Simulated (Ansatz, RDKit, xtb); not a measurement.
**C4H8B2S: ranking a sample of isomers**

Which of a sample of isomers of C4H8B2S is the most stable in the gas at 298.15 K, and what are its properties? The sample is small against all isomers, and the most stable one of this formula need not be in it.

Plan: many cheap relaxations first (GFN2-xTB), then density-functional screening, relaxation at PBE-D3(BJ)/def2-SVP, vibrations (at GFN2-xTB) and a final energy. The numbers are computed, not measured.

1 further run of the same task is left out (set aside as unsound or not needed).

## (1) Possible bonding patterns

Isomers were taken from a list of plausible structures; this is a sample, not all of them. That gives 5 candidates.

```
label           SMILES     spin
 c012       BSB(C)C#CC  singlet
 c304       BCB(C#C)SC  singlet
 c463  B[C@@H]1BCSC=C1  singlet
 c723       CSBBC1C=C1  singlet
 c976         CBSBC#CC  singlet
```

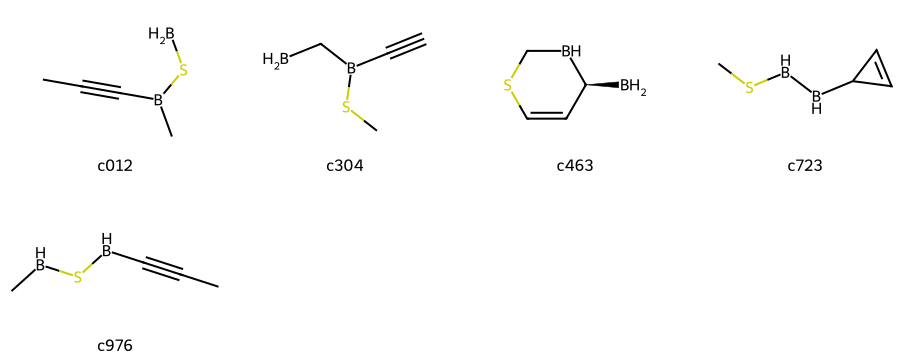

Structural formulas of the candidates.

Candidates are built by distance geometry, with a force field where one applies, in up to four conformers (letters a to d).

## (2) First filter: tight binding

All 14 starts are relaxed the same way. One of them, c304d (taken from a list of plausible isomers, embedded by distance geometry and UFF), in full:

File start.xyz:

```xyz
15
c304d
C     -0.105297    -1.657493    -0.261878
C      0.047348     1.051412     0.122118
C      0.164258     1.951432     0.879237
C     -1.916716     0.255839    -2.711421
B     -1.452678    -1.914566     0.583595
B     -0.058357    -0.168115    -0.786773
S     -0.078247     0.102313    -2.713610
H     -1.658726    -2.965838     1.037285
H     -2.290040    -1.073714     0.632621
H     -0.041315    -2.360528    -1.103045
H      0.777247    -1.843675     0.431972
H      0.242584     2.800183     1.532218
H     -2.316738     1.052705    -2.117723
H     -2.237828     0.448491    -3.845687
H     -2.389963    -0.720660    -2.430028
```

Started as:

```sh
xtb start.xyz --gfn 2 --opt
```

Log, cut to the lines that bear on the results:

```text
* xtb version 6.7.1
[...]
          :  # basis functions                  42          :
[...]
          :  # electrons                        36          :
[...]
          :  Hamiltonian                  GFN2-xTB          :
[...]
          :  net charge                          0          :
          :  unpaired electrons                  0          :
[...]
   *** convergence criteria satisfied after 14 iterations ***
[...]
   *** GEOMETRY OPTIMIZATION CONVERGED AFTER 58 ITERATIONS ***
[...]
   *** convergence criteria satisfied after 3 iterations ***
[...]
         ::                     SUMMARY                     ::
         :::::::::::::::::::::::::::::::::::::::::::::::::::::
         :: total energy             -18.282339225212 Eh    ::
         :: gradient norm              0.000845351001 Eh/a0 ::
         :: HOMO-LUMO gap              3.091685963588 eV    ::
         ::.................................................::
         :: SCC energy               -18.583703915403 Eh    ::
         :: -> isotropic ES            0.045637985427 Eh    ::
         :: -> anisotropic ES          0.004809551088 Eh    ::
         :: -> anisotropic XC          0.014164601888 Eh    ::
         :: -> dispersion             -0.010308407570 Eh    ::
         :: repulsion energy           0.301364690192 Eh    ::
         :: add. restraining           0.000000000000 Eh    ::
         :: total charge               0.000000000000 e     ::
         :::::::::::::::::::::::::::::::::::::::::::::::::::::
[...]
        18        2.0000           -0.3777621             -10.2794 (HOMO)
        19                         -0.2641447              -7.1877 (LUMO)
[...]
     #   Z          covCN         q      C6AA      α(0)
     1   6          3.654    -0.205    24.907     7.166
     2   6          1.900    -0.103    33.959     9.412
     3   6          1.909    -0.084    33.418     9.336
     4   6          3.743    -0.060    21.724     6.649
     5   5          2.787     0.244    17.678     7.029
     6   5          2.711     0.282    17.270     6.968
     7  16          1.890    -0.197   149.413    20.573
     8   1          0.939    -0.097     5.466     3.655
     9   1          0.939    -0.101     5.579     3.693
    10   1          0.925     0.041     2.434     2.440
    11   1          0.925     0.043     2.404     2.425
    12   1          0.928     0.069     2.092     2.262
    13   1          0.925     0.054     2.268     2.355
    14   1          0.925     0.061     2.184     2.311
[...]
     #   Z sym  total        # sym  WBO       # sym  WBO       # sym  WBO
 ---------------------------------------------------------------------------
     1   6      3.979 --     5      1.057    10      0.961     6      0.959
                            11      0.949
     2   6      3.953 --     3      2.848     6      1.074
     3   6      3.969 --     2      2.848    12      0.970
     4   6      3.980 --     7      0.997    15      0.986    14      0.986
                            13      0.985
     5   5      3.184 --     1      1.057     8      0.980     9      0.980
                             6      0.110
     6   5      3.453 --     7      1.208     2      1.074     1      0.959
                             5      0.110
     7  16      2.339 --     6      1.208     4      0.997
     8   1      0.991 --     5      0.980
     9   1      0.990 --     5      0.980
[...]
molecular dipole:
                 x           y           z       tot (Debye)
 q only:        0.033       0.424      -0.120
   full:        0.076       0.820       0.049       2.097
molecular quadrupole (traceless):
[...]
          | TOTAL ENERGY              -18.282339225212 Eh   |
          | GRADIENT NORM               0.000845351001 Eh/α |
          | HOMO-LUMO GAP               3.091685963588 eV   |
           -------------------------------------------------
[...]
```

Wall time 0.32 s (4 threads of Arm Neoverse V1, shared host).

## (3) What the search left

14 of the 14 relaxations converged; 3 ended on a minimum already found. 11 distinct structures remain:

```
label  start                   SMILES after     spin  energy (kcal/mol)           note
c976c  drawn                       CBSBC#CC  singlet                0.0               
c012a  drawn                     BSB(C)C#CC  singlet                0.0               
c976b  drawn                       CBSBC#CC  singlet                0.9               
c976a  drawn                       CBSBC#CC  singlet                1.5               
c463a  drawn    B[C@H]1C=C[S@@+]2C[B@@H-]12  singlet               12.2  bonds changed
c463b  drawn  B1C[S+]=C[C@@H]2[BH2-][C@H]12  singlet               12.4  bonds changed
c304d  drawn                     BCB(C#C)SC  singlet               30.0               
c304a  drawn                     BCB(C#C)SC  singlet               30.3               
c723c  drawn                     CSBBC1C=C1  singlet               57.5               
c723d  drawn                     CSBBC1C=C1  singlet               58.8               
c723b  drawn                     CSBBC1C=C1  singlet               59.0
```

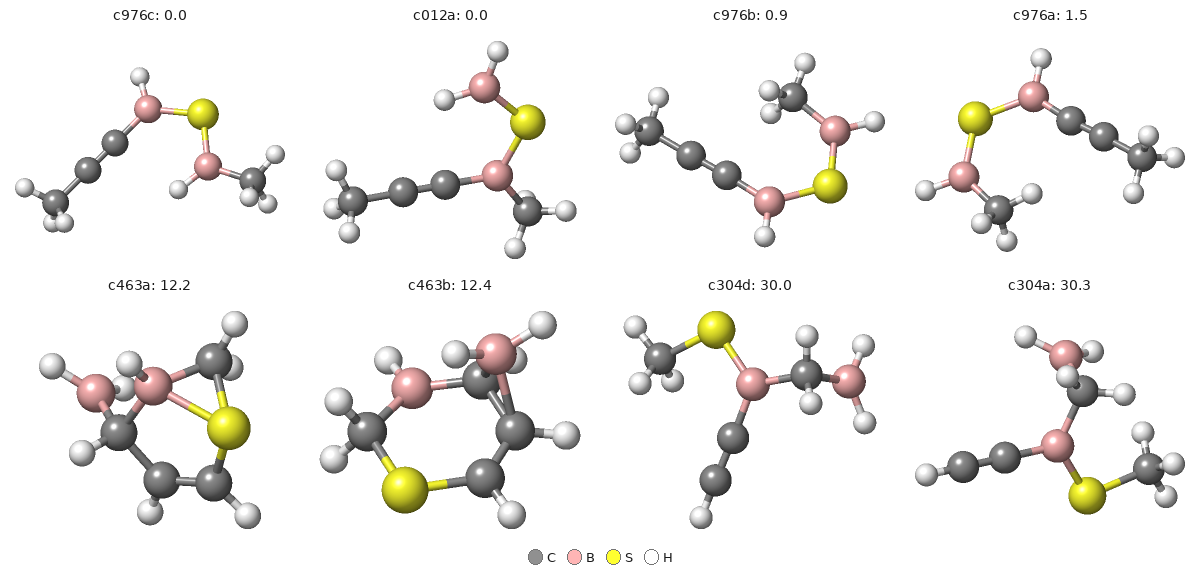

The 8 lowest minima that did not fall apart, with their GFN2-xTB energies in kcal/mol.

## (4) Second filter: single points

A choice of the minima (the low ones first, few conformers of a pattern, up to a cap) and the lowest that fell apart get a single point at r2SCAN-D4/def2-SVP on the tight-binding geometry, and one at HF/STO-3G for comparison. The lowest singlets are also tried as triplets at the same geometry (label ending in t). Within 30 kcal/mol but not screened, among others: c976a. The first, c976c:

File input.yaml:

```yaml
crystal:
  periodic: [false, false, false]
  atoms:
    - symbol: C
      position_ang: [0.325434, -1.868548, -1.591726]
    - symbol: C
      position_ang: [-0.572453, 2.710777, -0.728697]
    - symbol: C
      position_ang: [-0.356579, 3.038813, 0.415442]
    - symbol: C
      position_ang: [-0.103448, 3.436230, 1.779108]
    - symbol: B
      position_ang: [-0.007360, -0.347625, -1.371096]
    - symbol: B
      position_ang: [-0.824292, 2.310107, -2.145302]
    - symbol: S
      position_ang: [-0.537936, 0.643979, -2.761059]
    - symbol: H
      position_ang: [-0.480612, -2.480625, -1.183510]
    - symbol: H
      position_ang: [1.225824, -2.170211, -1.058384]
    - symbol: H
      position_ang: [0.438447, -2.145259, -2.637407]
    - symbol: H
      position_ang: [0.061753, 0.142377, -0.310001]
    - symbol: H
      position_ang: [-1.216792, 3.082123, -2.932923]
    - symbol: H
      position_ang: [-1.032131, 3.393972, 2.348744]
    - symbol: H
      position_ang: [0.278383, 4.456932, 1.807395]
    - symbol: H
      position_ang: [0.623575, 2.767609, 2.240618]
basis:
  gaussian:
    orbitals: def2-SVP
hamiltonian:
  xc: {name: r2SCAN}
  dispersion: d4
scf:
  lower_state_search: off
```

Started as:

```sh
ansatz run input.yaml --threads 4 --pin off --max-ram 7830MiB --events-out events.jsonl --progress --plain --runs-dir runs
```

Log, cut to the lines that bear on the results:

```text
Warning: RAYON_NUM_THREADS=4 ignored (pool sized by the plan → 4); use --threads N
Functional definition: r2SCAN
  name "r2SCAN"
[...]
1609 factors; their error is unknown
[...]
mean field -16454.37348066 eV, -604.6870722392 hartree, gradient 5.5e-6 eV, S^2 0.000000; 0 other end points of the search recorded, 0 dependent functions left out
reference -16454.37349341 eV, -604.6870727078 hartree; 29, 29 occupied and 113, 113 virtual orbitals, 1609 factors
Total energy: -16454.46043939 eV, -604.6902679138 hartree
Checks for a lower state left out: stability, starts, cluster_reference, orbital_swaps, neighbouring_geometries, increment
```

Run time: 1.7 s. Hardware: 4 threads of Arm Neoverse V1, shared host; peak memory 0.18 GiB.

Relative energies in kcal/mol, each column from its lowest structure that stays in one piece:

```
 label                         SMILES     spin  GFN2-xTB  HF/STO-3G  r2SCAN-D4/def2-SVP
 c976c                       CBSBC#CC  singlet       0.0        0.0                 0.0
 c012a                     BSB(C)C#CC  singlet       0.0        1.0                 0.7
 c976b                       CBSBC#CC  singlet       0.9        3.4                 1.9
 c463b  B1C[S+]=C[C@@H]2[BH2-][C@H]12  singlet      12.4       24.3                18.0
 c463a    B[C@H]1C=C[S@@+]2C[B@@H-]12  singlet      12.2       17.2                23.6
 c304d                     BCB(C#C)SC  singlet      30.0       27.1                25.0
c976ct                       CBSBC#CC  triplet         –          –                82.3
c012at                     BSB(C)C#CC  triplet         –          –                86.2
```

## (5) Refinement at PBE-D3(BJ)/def2-SVP

3 candidates are relaxed at PBE-D3(BJ)/def2-SVP (chosen among the lowest in one piece, one conformer a pattern). The first, c976c:

Changes to input.yaml since step 4:

```diff
@@ -34,8 +34,5 @@
 basis:
-  gaussian:
-    orbitals: def2-SVP
-hamiltonian:
-  xc: {name: r2SCAN}
-  dispersion: d4
-scf:
-  lower_state_search: off
+  gaussian: {orbitals: def2-SVP}
+hamiltonian: {xc: pbe, dispersion: d3bj}
+scf: {lower_state_search: off}
+relax: {f_tol: 0.006}
```

Started as:

```sh
ansatz run input.yaml --threads 4 --pin off --max-ram 7830MiB --events-out events.jsonl --progress --plain --runs-dir runs
```

Log, cut to the lines that bear on the results:

```text
Warning: RAYON_NUM_THREADS=4 ignored (pool sized by the plan → 4); use --threads N
[...]
Functional definition: PBE
  name "PBE"
[...]
1609 factors; their error is unknown
[...]
mean field -16445.78350238 eV, -604.3713963601 hartree, gradient 2.6e-6 eV, S^2 0.000000; 0 other end points of the search recorded, 0 dependent functions left out
[...]
reference -16445.78354922 eV, -604.3713980812 hartree; 29, 29 occupied and 113, 113 virtual orbitals, 1609 factors
relax step   1: F+E_penalty+E_count = -16446.12114691 eV  Δ(F+E_penalty+E_count) = +0.000e0 eV  max|allowed force component| = 2.024e0 eV/Å  Δτ_max = 0.0000 Å  (20 SCF iters, accepted)
[...]
relax step   4: F+E_penalty+E_count = -16446.28858511 eV  Δ(F+E_penalty+E_count) = -6.300e-4 eV  max|allowed force component| = 1.320e-1 eV/Å  Δτ_max = 0.0159 Å  (22 SCF iters, accepted)
[...]
Atom 6 at    -0.532307     0.624523    -2.804410 Å, force    -0.000105    -0.000600     0.000378 eV/Å
Atom 7 at    -0.338904    -2.552863    -0.982452 Å, force    -0.000101    -0.000136     0.000387 eV/Å
Atom 8 at     1.339650    -2.172533    -1.350199 Å, force     0.000050    -0.000213     0.000210 eV/Å
Atom 9 at     0.150592    -2.303470    -2.702513 Å, force    -0.000165     0.000013     0.000152 eV/Å
Atom 10 at     0.131982     0.078493    -0.321287 Å, force     0.000634     0.000693     0.000862 eV/Å
Atom 11 at    -1.125031     3.119410    -2.966015 Å, force    -0.000002     0.000120     0.000075 eV/Å
Atom 12 at    -1.109101     3.496338     2.388068 Å, force    -0.000142    -0.000036    -0.000095 eV/Å
Atom 13 at     0.235287     4.559719     1.879649 Å, force    -0.000294    -0.000253     0.000139 eV/Å
Atom 14 at     0.563197     2.857602     2.365587 Å, force    -0.000486     0.000332    -0.000059 eV/Å
Dipole moment:     0.111771     0.006656     0.552506 e Å
Checks for a lower state left out: stability, starts, cluster_reference, orbital_swaps, neighbouring_geometries, increment
```

Run time: 16 s. Hardware: 4 threads of Arm Neoverse V1, shared host; peak memory 0.18 GiB.

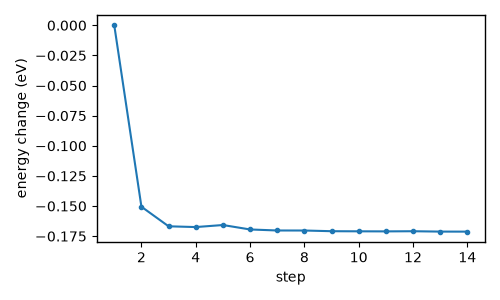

Energy along the run, all evaluated steps.

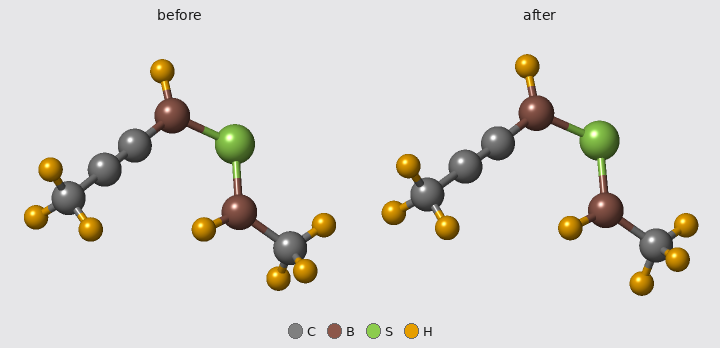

Before and after, at one scale.

After the run. Bond lengths: C2–C3 1.235 Å, C3–C4 1.451 Å, C1–B5 1.564 Å, C2–B6 1.503 Å, B5–S7 1.822 Å, B6–S7 1.828 Å, C1–H8 1.113 Å, C1–H9 1.113 Å, C1–H10 1.107 Å, B5–H11 1.215 Å, B6–H12 1.216 Å, C4–H13 1.111 Å, C4–H14 1.110 Å, C4–H15 1.110 Å. Some angles: C2–C3–C4 179.5°, C3–C2–B6 178.0°, C1–B5–S7 119.7°, C2–B6–S7 125.4°, B5–S7–B6 106.9°, C3–C4–H13 110.3°, C3–C4–H14 111.6°, C3–C4–H15 111.8°, C1–B5–H11 121.9°, S7–B5–H11 118.5°.

## (6) The relaxed candidates

```
label     spin  r2SCAN-D4/def2-SVP (kcal/mol)  PBE-D3(BJ)/def2-SVP, relaxed (kcal/mol)  time
c976c  singlet                            0.0                                      0.0  16 s
c012a  singlet                            0.7                                      0.9  35 s
c463b  singlet                           18.0                                     14.3  20 s
```

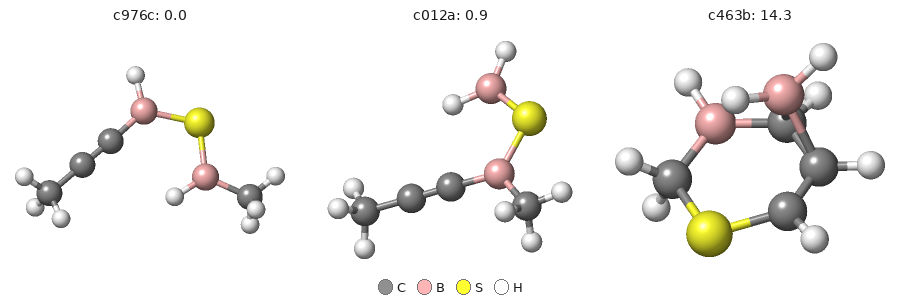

The relaxed structures, with energies at PBE-D3(BJ)/def2-SVP in kcal/mol.

(Part 1 of 2 ends here.)
